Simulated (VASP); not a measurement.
Band structure of Zn3CdSe4 (space group Amm2). Method: PBEsol GGA, VASP's PBE PAW potentials (set 64) (plane waves; VASP).

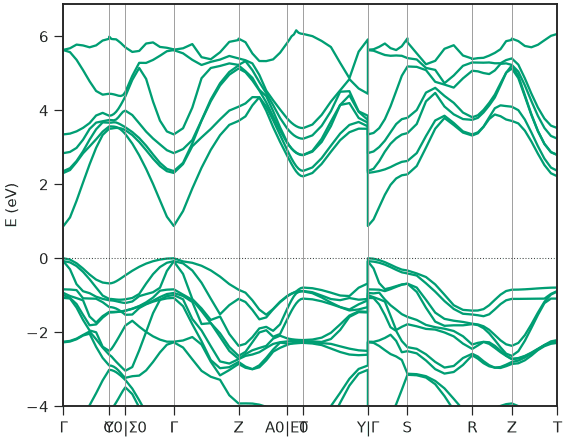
Fig. 1. Bands along high-symmetry lines, zero at the valence-band maximum or, without a gap, the Fermi level

**Question.** Read the plot: is there a gap, and where are the band edges?

**Answer.** The gap is direct, 0.87 eV, from the valence maximum at Γ to the conduction minimum at Γ. (Edges off the drawn lines would not show.)

The structure comes from a computed database's Zn3CdSe4 entry (Amm2); how it stands against other phases isn't given here. It was relaxed first, which changed the volume by -6 %.
